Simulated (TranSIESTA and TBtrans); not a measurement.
Device: Si chain bridged by a linear C4 unit along the axis. Leads: straight Si chain, spacing 2.25 Å. Geometry: 6 atoms about the centre moved by SIESTA (PBE, DZP) to a largest force of 0.01 eV/Å, all others as built, motion along the axis alone.

TranSIESTA and TBtrans, PBE, DZP numerical orbitals (energy shift 0.15 eV), PseudoDojo norm-conserving scalar-relativistic potentials, mesh cutoff 200 Ry, 300 K, no spin polarisation, no spin-orbit coupling; self-consistent non-equilibrium Green functions.

Energies count from the leads' Fermi level. Transmissions are for one spin of a degenerate pair. The energy step is 0.01 eV; narrower resonances are cut or missed.

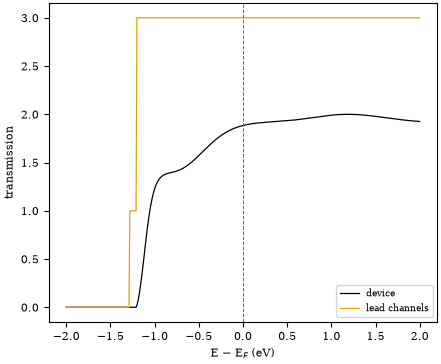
*Transmission against energy*

```
E (eV)      T  lead channels
------  -----  -------------
-2.00       0              0
-1.80       0              0
-1.60       0              0
-1.40       0              0
-1.20   0.020      band edge
-1.00    1.23              3
-0.80    1.40              3
-0.60    1.49              3
-0.40    1.66              3
-0.20    1.81              3
0.00     1.88              3
0.20     1.91              3
0.40     1.93              3
0.60     1.94              3
0.80     1.97              3
1.00     1.99              3
1.20     2.00              3
1.40     1.99              3
1.60     1.97              3
1.80     1.94              3
2.00     1.93              3
```

The straight chain is held at its spacing; free chains may zigzag or dimerise. No spin-polarised start was tried, so a magnetic state, if there is one, is missed.
